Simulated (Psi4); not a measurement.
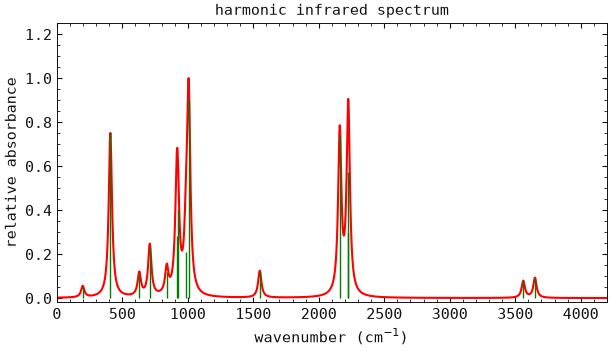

Unscaled harmonic wavenumbers and double-harmonic intensities, B3LYP/def2-SVP (dispersion D3(BJ)), Psi4, at a geometry relaxed at this level, isolated molecule. Modes within 2 cm⁻¹ of each other count as one line, with their intensities summed. Lorentzian lines of 30 cm⁻¹ full width. Close modes add up in the curve.

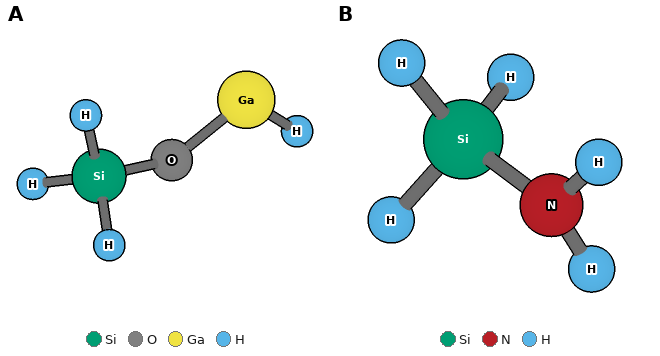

**Whose IR spectrum is this? The candidates are drawn in the second picture. Charge and spin: A neutral doublet; B neutral singlet.**

Structure B, SiNH₅, SMILES [SiH3]N. It has its most intense lines at 1006.5, 408.5 and 2160.2 cm⁻¹.

Note: double-zeta basis.
